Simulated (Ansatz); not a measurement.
Electronic density of states of amorphous Si$_{48}$O$_{94}$, density 2.24 g/cm³, on a 2×2×2 Γ-centred mesh with a Gaussian width of 0.1 eV; energies count from the Fermi level, whose place inside the gap is arbitrary. Cell and mesh are small, so fine structure isn't converged. Computed with PBE, scalar-relativistic without spin-orbit coupling (plane waves to 420 eV, PAW; Ansatz, a quantum-chemistry and plane-wave program). Sampling: a 2×2×2 Γ-centred mesh; Fermi-Dirac width 0.02 eV; no spin polarisation. The usual formal charges leave 4 electrons over, so the level spacing at the Fermi energy parts defect or band states and needn't be the band gap. At PBE the levels at the filled edge of the gap are localised (band-tail or defect states).

It comes from a melt-quench run on a machine-learned potential (CHGNet), relaxed afterwards by DFT. O atoms were pushed apart under 1.9 Å during the dynamics, to hinder bonds among them. The hot cell started wider than the set density and was brought back towards it in steps. It is the lowest in DFT energy of 4 quenches. It is a model cell: composition and starting density were chosen by hand, and all elements were melted together. No dispersion term was used. Its density started from a set value of 2.23 and ended at 2.24 g/cm³. Cooling (nominally 290 K/ps over its main leg) ran many orders faster than in experiment, which tends to leave more defects and strain. A cell of this size samples the disorder only roughly. Volume and shape were free in the relaxation.

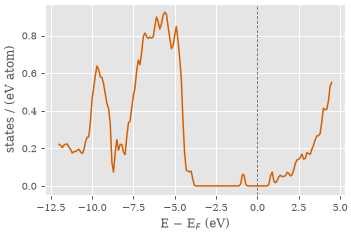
Figure: Density of states per atom

The level spacing at the Fermi energy on this mesh is 1.68 eV; the broadening fills part of it in the curve.
